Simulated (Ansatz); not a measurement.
The starting structures come from a database of crystals and need not be the phases stable at ambient conditions.

 Where the default PAW files enter, the runs use the earlier of Ansatz's two default sets.

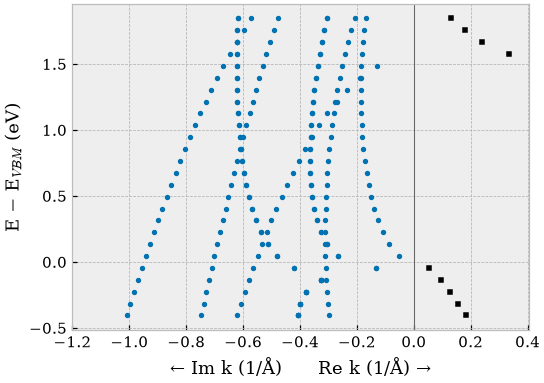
Complex bands at the centre of the two-dimensional zone; Ansatz (a quantum-chemistry and plane-wave program) with r2SCAN

The gap is the functional's own. No spin-orbit coupling. Mid-gap values are interpolated on the energy grid.

Task: This is Sr₄P₂O (I4/mmm, not sure to be the ambient phase, 7 atoms a cell, 26.5 Å³ an atom) along the normal of (001). Read off the slowest decay at the centre of the two-dimensional zone at 0.77 eV, the computed energy nearest the middle of the gap.

Result: κ ≈ 0.17 1/Å, a decay length 1/(2κ) of the density of 2.9 Å.
